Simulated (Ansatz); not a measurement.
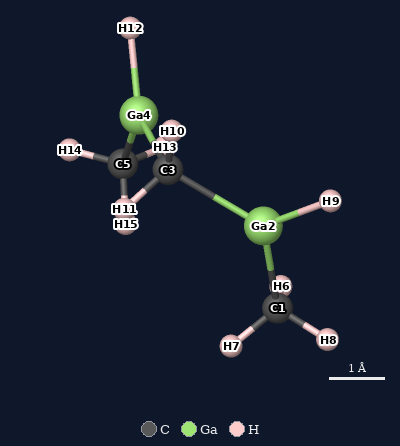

**Figure 1.** The input geometry (ball-and-stick view, seen at a tilt; atoms are numbered from 1 in the order of the input). Sticks mark near contacts.

C$_{3}$H$_{10}$Ga$_{2}$: geometry relaxation (part 1 of 3)

- system: C$_{3}$H$_{10}$Ga$_{2}$, SMILES [CH3][GaH][CH2][GaH][CH3]
- method: RKS PBE0-D4/def2-TZVP (Ansatz 0.2.0)

The geometry: GFN2-xTB start. Figures and captions count atoms from 1; the log counts them from 0 in places.

What the program printed:
```
Functional definition: PBE0
  name "PBE0"
  cite "Adamo & Barone, J. Chem. Phys. 110, 6158 (1999) doi:10.1063/1.478522"
  cite "Perdew, Burke & Ernzerhof, Phys. Rev. Lett. 77, 3865 (1996) doi:10.1103/PhysRevLett.77.3865"
  parent pbe
  parameter a = 0.25
  parameter kappa = 0.804
  parameter beta = 0.06672455060314922
  exchange = (1 - a)*pbe_x(kappa = kappa, mu = beta*pi^2/3) + a*exact_x
  correlation = pbe_c(beta = beta)
1806 factors; their error is unknown
mean field evaluation 1: about -107995.0227 eV, gradient 9.2e1 eV
mean field evaluation 2: about -107982.6490 eV, gradient 1.1e2 eV
mean field evaluation 4: about -108012.8248 eV, gradient 5.8e0 eV
mean field evaluation 8: about -108012.8895 eV, gradient 1.1e-1 eV
mean field evaluation 16: about -108013.2500 eV, gradient 2.6e-4 eV
mean field -108013.25001696 eV, -3969.4137241130 hartree, gradient 4.4e-5 eV, S^2 0.000000; 0 other end points of the search recorded, 0 dependent functions left out
the calculation of the forces begins
reference -108013.25005862 eV, -3969.4137256440 hartree; 45, 45 occupied and 204, 204 virtual orbitals, 1806 factors
relax step   1: F+E_penalty+E_count = -108013.53341106 eV  Δ(F+E_penalty+E_count) = +0.000e0 eV  max|allowed force component| = 6.400e-1 eV/Å  Δτ_max = 0.0000 Å  (30 SCF iters, accepted)
these checks for a lower state are left out or cut short: starts, cluster_reference, orbital_swaps, neighbouring_geometries, increment
1806 factors; their error is unknown
mean field -108013.40009210 eV, -3969.4192392724 hartree, gradient 1.1e-5 eV, S^2 0.000000; 0 other end points of the search recorded, 0 dependent functions left out
[... from here on the field's lines of each further geometry are left out, up to the last ...]
relax step   2: F+E_penalty+E_count = -108013.69168234 eV  Δ(F+E_penalty+E_count) = -1.583e-1 eV  max|allowed force component| = 3.208e-1 eV/Å  Δτ_max = 0.1933 Å  (31 SCF iters, accepted)
relax step   3: F+E_penalty+E_count = -108013.71642695 eV  Δ(F+E_penalty+E_count) = -2.474e-2 eV  max|allowed force component| = 2.463e-1 eV/Å  Δτ_max = 0.1159 Å  (29 SCF iters, accepted)
relax step   4: F+E_penalty+E_count = -108013.72051510 eV  Δ(F+E_penalty+E_count) = -4.088e-3 eV  max|allowed force component| = 1.329e-1 eV/Å  Δτ_max = 0.0282 Å  (31 SCF iters, accepted)
relax step   5: F+E_penalty+E_count = -108013.72386153 eV  Δ(F+E_penalty+E_count) = -3.346e-3 eV  max|allowed force component| = 4.272e-2 eV/Å  Δτ_max = 0.0597 Å  (31 SCF iters, accepted)
relax step   6: F+E_penalty+E_count = -108013.72563892 eV  Δ(F+E_penalty+E_count) = -1.777e-3 eV  max|allowed force component| = 4.382e-2 eV/Å  Δτ_max = 0.1086 Å  (30 SCF iters, accepted)
relax step   7: F+E_penalty+E_count = -108013.72658406 eV  Δ(F+E_penalty+E_count) = -9.451e-4 eV  max|allowed force component| = 4.580e-2 eV/Å  Δτ_max = 0.0312 Å  (31 SCF iters, accepted)
relax step   8: F+E_penalty+E_count = -108013.72735085 eV  Δ(F+E_penalty+E_count) = -7.668e-4 eV  max|allowed force component| = 2.783e-2 eV/Å  Δτ_max = 0.0399 Å  (31 SCF iters, accepted)
relax step   9: F+E_penalty+E_count = -108013.72809255 eV  Δ(F+E_penalty+E_count) = -7.417e-4 eV  max|allowed force component| = 6.647e-2 eV/Å  Δτ_max = 0.1085 Å  (31 SCF iters, accepted)
relax step  10: F+E_penalty+E_count = -108013.72854189 eV  Δ(F+E_penalty+E_count) = -4.493e-4 eV  max|allowed force component| = 7.819e-2 eV/Å  Δτ_max = 0.0504 Å  (31 SCF iters, accepted)
relax step  11: F+E_penalty+E_count = -108013.72900470 eV  Δ(F+E_penalty+E_count) = -4.628e-4 eV  max|allowed force component| = 4.469e-2 eV/Å  Δτ_max = 0.0142 Å  (32 SCF iters, accepted)
relax step  12: F+E_penalty+E_count = -108013.72943235 eV  Δ(F+E_penalty+E_count) = -4.277e-4 eV  max|allowed force component| = 2.883e-2 eV/Å  Δτ_max = 0.0561 Å  (31 SCF iters, accepted)
relax step  13: F+E_penalty+E_count = -108013.72966233 eV  Δ(F+E_penalty+E_count) = -2.300e-4 eV  max|allowed force component| = 4.609e-2 eV/Å  Δτ_max = 0.0611 Å  (32 SCF iters, accepted)
relax step  14: F+E_penalty+E_count = -108013.72977250 eV  Δ(F+E_penalty+E_count) = -1.102e-4 eV  max|allowed force component| = 7.260e-2 eV/Å  Δτ_max = 0.0626 Å  (31 SCF iters, accepted)
relax step  15: F+E_penalty+E_count = -108013.72990939 eV  Δ(F+E_penalty+E_count) = -1.369e-4 eV  max|allowed force component| = 5.283e-2 eV/Å  Δτ_max = 0.0072 Å  (33 SCF iters, accepted)
relax step  16: F+E_penalty+E_count = -108013.73013155 eV  Δ(F+E_penalty+E_count) = -2.222e-4 eV  max|allowed force component| = 2.493e-3 eV/Å  Δτ_max = 0.0200 Å  (31 SCF iters, accepted)
relax step  17: F+E_penalty+E_count = -108013.73029938 eV  Δ(F+E_penalty+E_count) = -1.678e-4 eV  max|allowed force component| = 3.593e-2 eV/Å  Δτ_max = 0.0684 Å  (31 SCF iters, accepted)
relax step  18: F+E_penalty+E_count = -108013.73042596 eV  Δ(F+E_penalty+E_count) = -1.266e-4 eV  max|allowed force component| = 2.799e-2 eV/Å  Δτ_max = 0.0210 Å  (31 SCF iters, accepted)
relax step  19: F+E_penalty+E_count = -108013.73059445 eV  Δ(F+E_penalty+E_count) = -1.685e-4 eV  max|allowed force component| = 4.533e-2 eV/Å  Δτ_max = 0.0538 Å  (30 SCF iters, accepted)
relax step  20: F+E_penalty+E_count = -108013.73075267 eV  Δ(F+E_penalty+E_count) = -1.582e-4 eV  max|allowed force component| = 2.698e-2 eV/Å  Δτ_max = 0.0179 Å  (31 SCF iters, accepted)
relax step  21: F+E_penalty+E_count = -108013.73090289 eV  Δ(F+E_penalty+E_count) = -1.502e-4 eV  max|allowed force component| = 1.170e-2 eV/Å  Δτ_max = 0.0295 Å  (30 SCF iters, accepted)
relax step  22: F+E_penalty+E_count = -108013.73091644 eV  Δ(F+E_penalty+E_count) = -1.355e-5 eV  max|allowed force component| = 5.596e-2 eV/Å  Δτ_max = 0.0648 Å  (29 SCF iters, accepted)
relax step  23: F+E_penalty+E_count = -108013.73096539 eV  Δ(F+E_penalty+E_count) = -4.895e-5 eV  max|allowed force component| = 5.360e-2 eV/Å  Δτ_max = 0.0126 Å  (31 SCF iters, accepted)
relax step  24: F+E_penalty+E_count = -108013.73115218 eV  Δ(F+E_penalty+E_count) = -1.868e-4 eV  max|allowed force component| = 2.032e-3 eV/Å  Δτ_max = 0.0087 Å  (32 SCF iters, accepted)
relax step  25: F+E_penalty+E_count = -108013.73118594 eV  Δ(F+E_penalty+E_count) = -3.376e-5 eV  max|allowed force component| = 8.441e-3 eV/Å  Δτ_max = 0.0181 Å  (31 SCF iters, accepted)
relax step  26: F+E_penalty+E_count = -108013.73119908 eV  Δ(F+E_penalty+E_count) = -1.314e-5 eV  max|allowed force component| = 2.712e-2 eV/Å  Δτ_max = 0.0360 Å  (30 SCF iters, accepted)
relax step  27: F+E_penalty+E_count = -108013.73124437 eV  Δ(F+E_penalty+E_count) = -4.529e-5 eV  max|allowed force component| = 1.118e-2 eV/Å  Δτ_max = 0.0015 Å  (23 SCF iters, accepted)
relax step  28: F+E_penalty+E_count = -108013.73126818 eV  Δ(F+E_penalty+E_count) = -2.381e-5 eV  max|allowed force component| = 3.947e-3 eV/Å  Δτ_max = 0.0097 Å  (32 SCF iters, accepted)
the calculation of the forces begins
reference -108013.44448885 eV, -3969.4208708230 hartree; 45, 45 occupied and 204, 204 virtual orbitals, 1806 factors
relax step  29: F+E_penalty+E_count = -108013.73129941 eV  Δ(F+E_penalty+E_count) = -3.123e-5 eV  max|allowed force component| = 3.472e-3 eV/Å  Δτ_max = 0.0231 Å  (31 SCF iters, accepted)
1806 factors; their error is unknown
mean field evaluation 224: about -108013.0835 eV, gradient 9.8e-2 eV
```

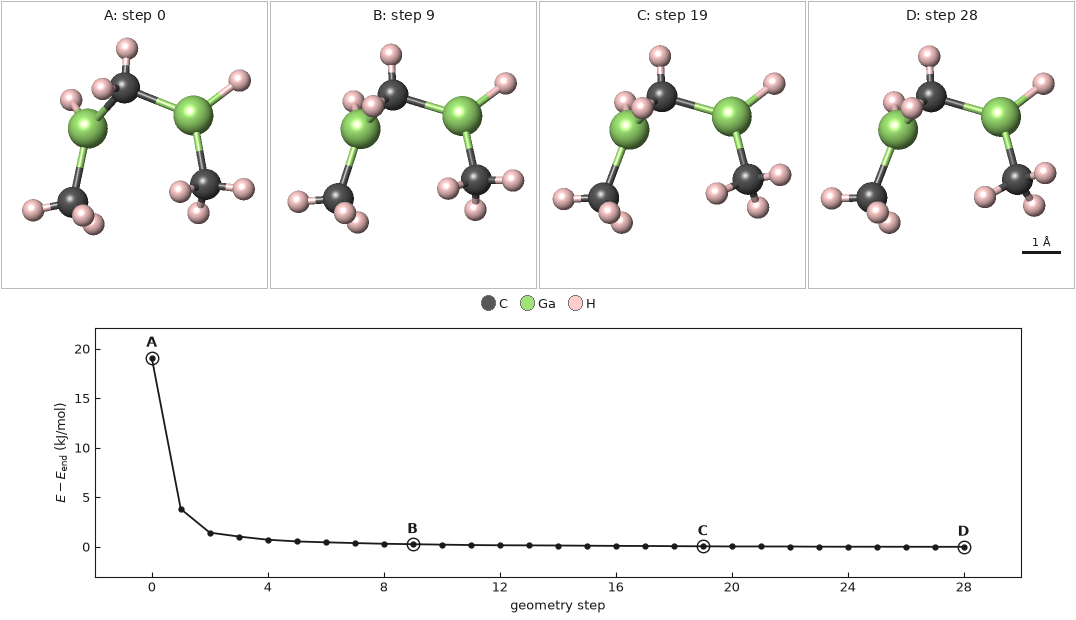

**Figure 2.** Frames of the relaxation (ball-and-stick view, seen at a tilt) above the curves, on which the letters mark them (the first geometry is step 0 here and step 1 in the log).

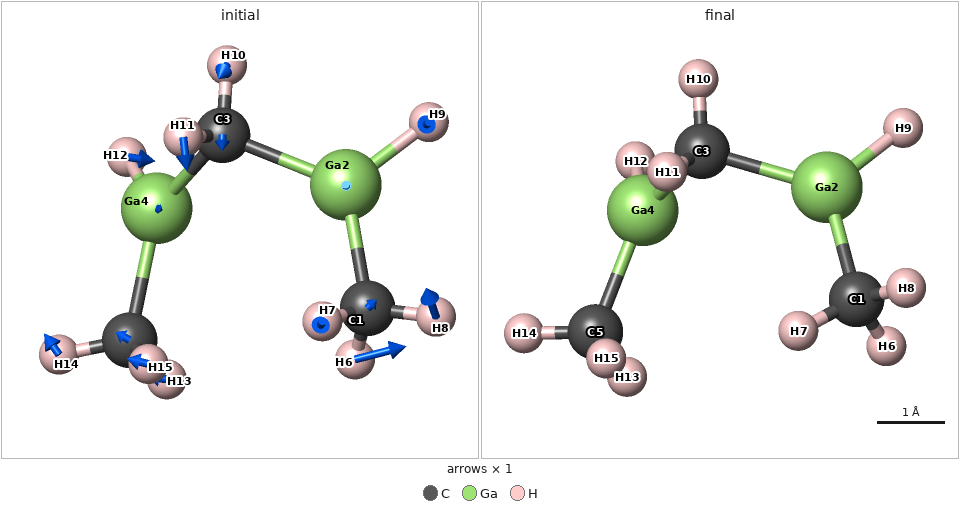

**Figure 3.** Before (left) and after (right) the relaxation, at one scale (ball-and-stick view, seen at a tilt). The blue arrows give the displacements, at true length. Over 28 geometry steps the energy falls by 19.1 kJ/mol. The largest force component goes from 0.64 to 0.0035 eV/Å. The atom that moves furthest after the best rigid fit is H6 (0.80 Å). Largest moves by element: H 0.80 Å, C 0.25 Å, Ga 0.12 Å. Distances before and after: C3–Ga4 2.036 → 1.962 Å, C1–Ga2 2.031 → 1.971 Å, Ga2–H9 1.602 → 1.577 Å, C3–H11 1.102 → 1.095 Å. Among the angles that change: C1–Ga2–C3 123.7° → 120.1°, C3–Ga2–H9 116.7° → 119.7°, H10–C3–H11 107.7° → 110.7°. (Atoms are counted from 1 in the order of the input.)

```
mean field -108013.44444759 eV, -3969.4208693068 hartree, gradient 2.1e-5 eV, S^2 0.000000; 1 other end points of the search recorded, 0 dependent functions left out
the calculation of the forces begins
reference -108013.44448885 eV, -3969.4208708230 hartree; 45, 45 occupied and 204, 204 virtual orbitals, 1806 factors
Total energy: -108013.73134067 eV, -3969.4314124330 hartree
Atom 0 at    -2.440275    -0.003117    -0.656535 Å, force    -0.002042    -0.001037    -0.001786 eV/Å
Atom 1 at    -0.990124    -1.323237    -0.850390 Å, force    -0.000621    -0.002765    -0.001284 eV/Å
Atom 2 at     0.454441    -1.401507     0.474919 Å, force     0.000914    -0.001118     0.002057 eV/Å
Atom 3 at     1.846231    -0.051105     0.176953 Å, force     0.001432    -0.000931    -0.002374 eV/Å
Atom 4 at     1.580796     1.799372     0.800335 Å, force     0.000924     0.003133     0.002341 eV/Å
Atom 5 at    -2.390699     0.723166    -1.473719 Å, force     0.000144     0.001321    -0.002195 eV/Å
Atom 6 at    -2.384169     0.540246     0.287824 Å, force     0.001697     0.002075     0.003472 eV/Å
Atom 7 at    -3.417976    -0.486862    -0.725127 Å, force    -0.000210    -0.001730    -0.000254 eV/Å
Atom 8 at    -0.958000    -2.286687    -2.098618 Å, force     0.000428     0.001958     0.001843 eV/Å
Atom 9 at     0.903618    -2.396856     0.468221 Å, force    -0.000350     0.000750    -0.000859 eV/Å
Atom 10 at     0.004567    -1.186103     1.450181 Å, force    -0.000017     0.000259    -0.001048 eV/Å
Atom 11 at     3.159901    -0.442426    -0.603160 Å, force    -0.002152     0.000498     0.001660 eV/Å
Atom 12 at     1.631436     2.492464    -0.044535 Å, force     0.000412    -0.000704     0.000186 eV/Å
Atom 13 at     2.378399     2.087395     1.490852 Å, force    -0.000673    -0.000588    -0.001461 eV/Å
Atom 14 at     0.621852     1.935268     1.302790 Å, force     0.000114    -0.001123    -0.000299 eV/Å
Dipole moment:    -0.100596     0.071373     0.190863 e Å
```

Trajectory as extended XYZ (Å, eV, eV/Å), 29 frames, from step=1 to step=29:
```
15
Properties=species:S:1:pos:R:3:forces:R:3 step=1 energy=-108013.53341
C    -2.3658    0.1620   -0.5850    0.3329  -0.4552   0.0886
Ga   -1.0568   -1.3813   -0.7591    0.1790   0.1236   0.2842
C     0.5757   -1.6158    0.4342   -0.1276   0.5636  -0.4125
Ga    1.8879   -0.0682    0.2672   -0.2518  -0.0877   0.1048
C     1.4156    1.8737    0.6273   -0.1576  -0.6400   0.0310
H    -1.9165    1.0930   -0.9474    0.0499  -0.0707   0.0221
H    -2.6356    0.3190    0.4652    0.0645   0.0013  -0.0721
H    -3.2860   -0.0087   -1.1523    0.1539  -0.0743   0.0198
H    -1.2651   -2.4703   -1.9152    0.0281   0.2317   0.1788
H     1.0827   -2.5675    0.2121   -0.1343   0.3192  -0.0287
H     0.2302   -1.6554    1.4798   -0.0285   0.2011  -0.1518
H     3.3727   -0.4334   -0.2128   -0.2723   0.1033   0.0560
H     1.4547    2.4695   -0.2899    0.0410  -0.1129  -0.0246
H     2.1044    2.3358    1.3409    0.0370  -0.1255  -0.0505
H     0.4019    1.9476    1.0349    0.0856   0.0226  -0.0451
15
Properties=species:S:1:pos:R:3:forces:R:3 step=2 energy=-108013.69168
C    -2.3037    0.1385   -0.5540    0.0567  -0.2658  -0.0156
Ga   -1.0353   -1.3763   -0.7781    0.1662   0.1766   0.1765
C     0.5443   -1.5322    0.4142    0.0443   0.0014  -0.1135
Ga    1.8823   -0.0748    0.2448   -0.3208  -0.0238  -0.0026
C     1.3690    1.8073    0.6292    0.0675  -0.2517   0.0469
H    -1.8460    1.0632   -0.9189    0.0047  -0.0108   0.0023
H    -2.5655    0.2936    0.4966    0.0327   0.0009  -0.0450
H    -3.2171   -0.0421   -1.1246    0.0100   0.0740   0.0344
H    -1.2442   -2.4281   -1.9422    0.0256   0.0538   0.0510
H     1.0356   -2.5000    0.2599   -0.0916   0.1187   0.0829
H     0.1627   -1.4770    1.4482    0.0311   0.0601  -0.1758
H     3.3471   -0.4102   -0.2541   -0.0824   0.0304   0.0217
H     1.4256    2.3892   -0.2955    0.0128   0.0285   0.0145
H     2.0840    2.2428    1.3331   -0.0321   0.0559  -0.0372
H     0.3613    1.9061    1.0415    0.0752  -0.0481  -0.0406
15
Properties=species:S:1:pos:R:3:forces:R:3 step=3 energy=-108013.71643
C    -2.2715    0.1253   -0.5457   -0.0199  -0.0440   0.0009
Ga   -1.0019   -1.3607   -0.7947   -0.0540  -0.0570  -0.0302
C     0.5362   -1.5193    0.4049   -0.0032  -0.1529   0.2463
Ga    1.8518   -0.0818    0.2110    0.0619  -0.0141   0.0263
C     1.3545    1.7774    0.6279    0.0037  -0.0155   0.0067
H    -1.8121    1.0494   -0.9091   -0.0147   0.0427  -0.0046
H    -2.5035    0.2746    0.5116    0.0047   0.0150  -0.0066
H    -3.2016   -0.0310   -1.0949    0.0248   0.0255   0.0185
H    -1.2000   -2.4001   -1.9612    0.0178  -0.0061  -0.0436
H     1.0053   -2.5079    0.3372   -0.0794   0.1811   0.0030
H     0.1193   -1.3740    1.4176    0.0654  -0.0182  -0.1658
H     3.3089   -0.4025   -0.2919    0.0287  -0.0090  -0.0446
H     1.3958    2.3743   -0.2885   -0.0149   0.0286   0.0132
H     2.0679    2.2214    1.3276   -0.0186  -0.0006  -0.0155
H     0.3508    1.8550    1.0480   -0.0022   0.0245  -0.0038
15
Properties=species:S:1:pos:R:3:forces:R:3 step=4 energy=-108013.72051
C    -2.2672    0.1226   -0.5461   -0.0170  -0.0236   0.0103
Ga   -1.0018   -1.3679   -0.7980    0.0005  -0.0024  -0.0502
C     0.5310   -1.5169    0.4139   -0.0203  -0.0469   0.1329
Ga    1.8553   -0.0863    0.2124    0.0238   0.0029  -0.0370
C     1.3530    1.7730    0.6297    0.0130  -0.0028   0.0053
H    -1.8133    1.0475   -0.9165    0.0010   0.0079  -0.0075
H    -2.4879    0.2780    0.5127    0.0013   0.0062   0.0017
H    -3.2037   -0.0308   -1.0836    0.0014   0.0110   0.0035
H    -1.1812   -2.3945   -1.9814    0.0115   0.0053  -0.0037
H     0.9959   -2.5031    0.3588   -0.0127   0.0373  -0.0081
H     0.1103   -1.3594    1.4184    0.0153  -0.0067  -0.0442
H     3.3054   -0.4068   -0.3178   -0.0037  -0.0045  -0.0121
H     1.3865    2.3756   -0.2834   -0.0040   0.0039   0.0025
H     2.0666    2.2197    1.3265   -0.0031   0.0078   0.0031
H     0.3512    1.8494    1.0546   -0.0071   0.0045   0.0035
```
